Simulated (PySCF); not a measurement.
# AsH8NSi, SMILES `[SiH3]N.[AsH3]`: electronic structure

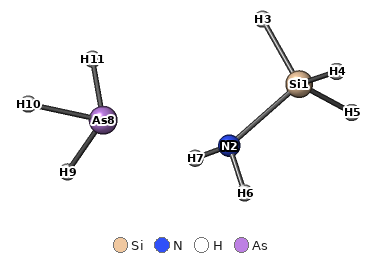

The molecule, with its atoms numbered as below. The pair's geometry is semi-empirical, so its contact may be too short or too long.

Geometry (Å), atoms numbered from 1:

```
Si1     -2.6683    0.2777   -0.0022
N2      -1.2834   -0.7677    0.0021
H3      -2.5089    1.1361    1.1696
H4      -2.6027    0.9944   -1.2728
H5      -3.9423   -0.4531    0.0930
H6      -1.1929   -1.3887   -0.7893
H7      -1.1327   -1.3025    0.8457
As8      1.5727    0.0762   -0.0671
H9       1.7158   -1.1964    0.7085
H10      2.9935    0.4160    0.3032
H11      1.1114    0.7634    1.1718
```

Part 1: Bonding charge

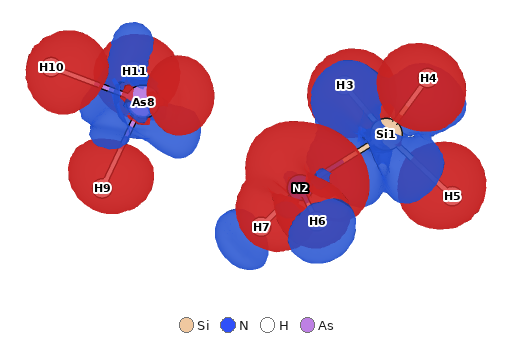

Deformation density (molecule less spherical, spin-averaged free atoms at the same positions), surfaces at ±0.06 e/Å³; red: gain, blue: loss.

PySCF calculation, r2SCAN/cc-pVTZ, gas phase; geometry: GFN2-xTB.

> How much density has each bond gained at its critical point, relative to the free atoms?

N2–H6: +0.83 e/Å³ at the bond critical point (bond length 1.01 Å, Mayer order 1.0). N2–H7: +0.83 e/Å³ at the bond critical point (bond length 1.01 Å, Mayer order 1.0). As8–H11: +0.27 e/Å³ at the bond critical point (bond length 1.49 Å, Mayer order 1.0). As8–H9: +0.26 e/Å³ at the bond critical point (bond length 1.50 Å, Mayer order 1.0). As8–H10: +0.25 e/Å³ at the bond critical point (bond length 1.51 Å, Mayer order 1.0). Si1–H4: +0.22 e/Å³ at the bond critical point (bond length 1.46 Å, Mayer order 1.0). Si1–H3: +0.21 e/Å³ at the bond critical point (bond length 1.46 Å, Mayer order 1.0). Si1–H5: +0.21 e/Å³ at the bond critical point (bond length 1.47 Å, Mayer order 1.0). Si1–N2: +0.13 e/Å³ at the bond critical point (bond length 1.74 Å, Mayer order 1.2). In all, 2.3 electrons gather in the regions of gain relative to the promolecule. A small or negative value marks a very polar bond, one between electron-rich atoms, whose free-atom densities already overlap strongly, a long bond to a heavier atom, or a closed-shell contact such as a hydrogen bond.

> Where do the Hirshfeld charges lie?

The highest Hirshfeld charge is on Si1 (+0.35 e), the lowest on N2 (−0.28 e).

```tsv
atom	charge (e)
Si1	+0.35
N2	−0.28
H3	−0.08
H4	−0.08
H5	−0.09
H6	+0.12
H7	+0.12
As8	+0.08
H9	−0.04
H10	−0.06
H11	−0.03
```

Part 2: Bond critical points

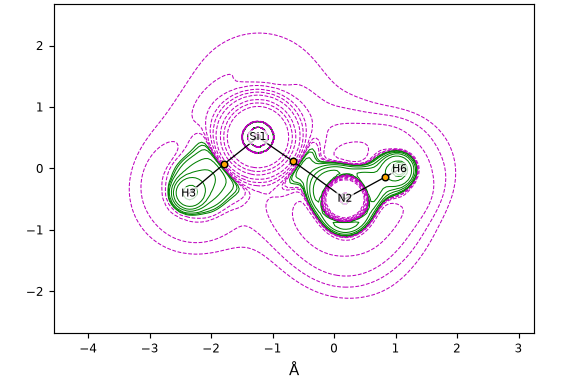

Negative Laplacian of the density (−∇²ρ) in the plane of Si1, N2, H3 and H6 (solid green lines positive, dashed magenta lines negative, contours at ±0.02 to ±8 a.u.), with bond paths and bond critical points (dots).

> At which bond critical points in this plane is charge locally concentrated, and at which depleted?

Concentrated (∇²ρ < 0): N2–H6 (−1.72 a.u.). Depleted (∇²ρ > 0): Si1–N2 (+0.58 a.u., H = −0.064); Si1–H3 (+0.25 a.u., H = −0.077). A positive Laplacian with clearly negative H marks a strongly polar covalent bond, whose critical point lies close to the core of the less electronegative atom.

> Where along N2–H6 does the critical point lie?

0.74 Å from N2 and 0.27 Å from H6.

Part 3: Local ionisation energy

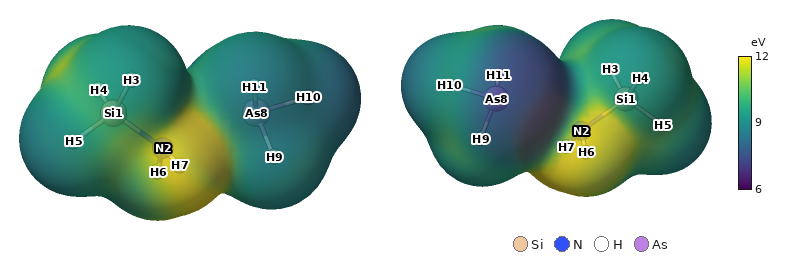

Average local ionisation energy on the surface of electron density 0.001 a.u. (back view left, front view right).

> Locate the minima of the map.

The lowest value is 7.0 eV, 2.4 Å from As8. Further minima include 8.1 eV, 1.5 Å from H10; 8.7 eV, 1.5 Å from H5; 9.0 eV, near H7 (1.97 Å), H6 (1.97 Å), N2 (2.04 Å) and H5 (2.11 Å). For comparison, the highest occupied orbital lies at −6.1 eV.

> What volume does the surface enclose, and what is the dipole moment?

About 134 Å³; the dipole moment is 1.5 D.

Part 4: Weak contacts

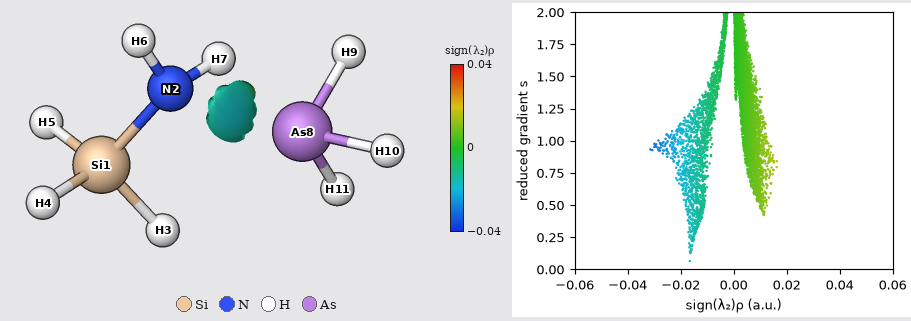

Non-covalent interaction surfaces between the fragments (reduced density gradient s = 0.4, coloured by sign(λ₂)ρ in a.u.; trimmed to the region between the fragments where ρ is under 0.06 a.u.). Fragment A: SiH5N (atoms 1–7); fragment B: AsH3. The plot gives s against sign(λ₂)ρ for grid points between the fragments.

> Which interactions hold the two fragments together?

Bond critical points between the fragments: N2···As8, 2.98 Å, ρ = 0.017 a.u. It appears blue-green. The pose is a local one from a semi-empirical search, not shown to be the most stable.

> How strongly are they bound?

The counterpoise-corrected interaction energy of the frozen fragments is +0.3 kcal/mol without dispersion correction and −0.3 kcal/mol with D3(BJ). The pair geometry is semi-empirical, not a minimum at this level.

Part 5: Binding density

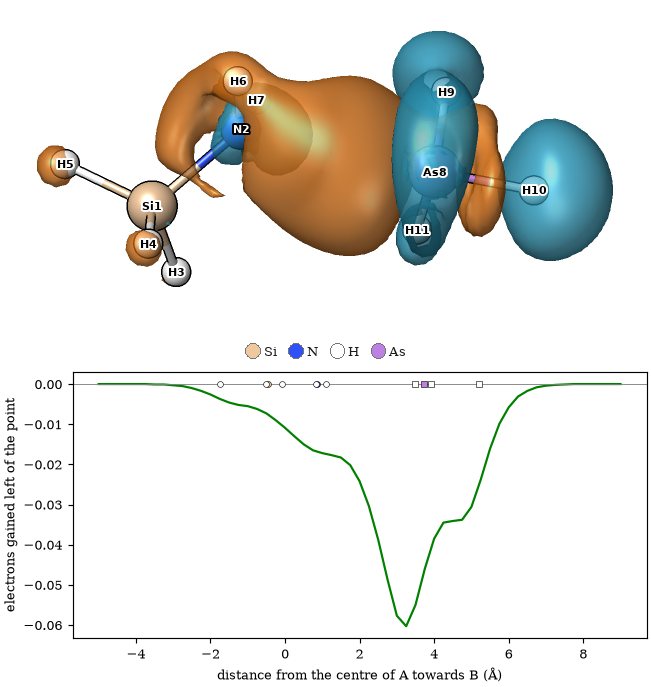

Density of the complex less the densities of the two fragments at the same geometry, ±0.002 e/Å³ (light blue: gain, orange: loss). Fragment A: SiH5N (atoms 1–7); fragment B: AsH3. Below: the charge-displacement curve along the line of centres (A on the left).

> Which way does charge flow?

Hirshfeld charges show 0.025 e passing from A to B. By Hirshfeld charges, electrons gather most on H10 (−0.025 e) and leave As8 most (+0.010 e); 0.08 e is displaced in all, which induces a dipole of 0.93 D.

The PySCF runs shown took 78 s and 3.3 min on 1 thread of Arm Neoverse V2, on a shared host.
